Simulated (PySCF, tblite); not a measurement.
# C₄H₆F₂O₂Si: geometry, infrared bands and NMR shifts

Wanted: the infrared bands and NMR shifts of C₄H₆F₂O₂Si (`C=C1O[SiH2][C@@H](C(F)F)O1`), by calculation.

The runs use tblite 0.8.0 and PySCF 2.14.0, with density-fitted response routines of our own; the level of theory stands in each step. All values are computed, except where a source is named. Atoms count from 0, in the outputs and in this text.

**1. The molecule as given**

15 atoms, charge 0, multiplicity 1; geometry from: force field or distance geometry start.

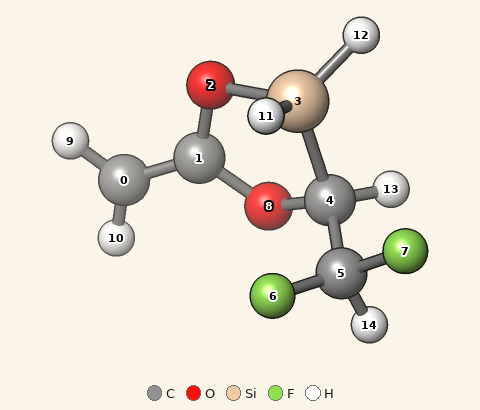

The starting geometry (carbon grey, oxygen red, silicon light orange, fluorine green, hydrogen white), atoms numbered.

**2. Relaxing the molecule with GFN2-xTB**

Job settings and geometry (Å):

```
{"job": {"kind": "relax", "xc": "GFN2-xTB", "basis": "xTB"}, "charge": 0, "multiplicity": 1}
C      2.643700    -0.217100    -0.647700
C      1.486400     0.258100    -0.111700
O      1.053900     1.519600    -0.328000
Si    -0.669900     1.484000    -0.055700
C     -0.636400    -0.207600     0.761900
C     -1.585500    -1.194100     0.146700
F     -1.379700    -1.460300    -1.171700
F     -2.856900    -0.668600     0.319000
O      0.708800    -0.494400     0.708500
H      3.244500     0.393300    -1.284400
H      2.976400    -1.222800    -0.459900
H     -1.306400     1.464100    -1.365500
H     -1.163900     2.537300     0.837400
H     -0.941800    -0.088000     1.817600
H     -1.577600    -2.095400     0.811800
```

The run is started by

```console
> OMP_NUM_THREADS=1 python probes_run.py task.json out
```

This one command runs all jobs of the session in turn.

**Question.** This job is followed by: GFN2-xTB harmonic vibrations, gas phase; GIAO PBE0/pcSseg-1 NMR shielding, non-relativistic, gas phase. What will the session give for the following? strongest single infrared mode (GFN2-xTB); zero-point energy (GFN2-xTB); ¹³C shifts against TMS (PBE0/pcSseg-1); ¹H shifts against TMS (PBE0/pcSseg-1); ¹⁷O shifts against H2O (PBE0/pcSseg-1); ²⁹Si shifts against TMS (PBE0/pcSseg-1); ¹⁹F shifts against CFCl3 (PBE0/pcSseg-1).

**Answer**, as computed:

```
                                 quantity                                   value
strongest single infrared mode (GFN2-xTB)                   1729 cm⁻¹, 290 km/mol
             zero-point energy (GFN2-xTB)                           59.8 kcal/mol
   ¹³C shifts against TMS (PBE0/pcSseg-1)            172.0, 122.8, 74.4, 66.7 ppm
    ¹H shifts against TMS (PBE0/pcSseg-1)  6.45, 5.32, 5.06, 4.26, 3.73, 3.70 ppm
   ¹⁷O shifts against H2O (PBE0/pcSseg-1)                        130.1, 111.6 ppm
  ²⁹Si shifts against TMS (PBE0/pcSseg-1)                               -13.3 ppm
 ¹⁹F shifts against CFCl3 (PBE0/pcSseg-1)                      -137.9, -144.4 ppm
```

Relaxing lowered the energy by 0.639 eV in 75 steps; the close pair that moved most is O2–Si3, from 1.746 to 1.637 Å. No mode is imaginary among the 39: a minimum at this level. The strongest single mode, at 1729 cm⁻¹, moves mainly C1 and C0. GFN2-xTB is a fitted tight-binding method: band positions and strengths are rough. Its intensities can rank the bands wrongly. The most deshielded carbon is C1 (alkene carbon bearing oxygen), at 172.0 ppm: an sp2 carbon further deshielded by the attached heteroatom. H14 (hydrogen on an sp3 CH bonded to 2 F) lies farthest downfield among hydrogen, at 6.45 ppm; its carbon carries F, an electronegative neighbour. At PBE0/pcSseg-1: The largest span, 182 ppm, is at F7, where the paramagnetic term is -155 ppm.
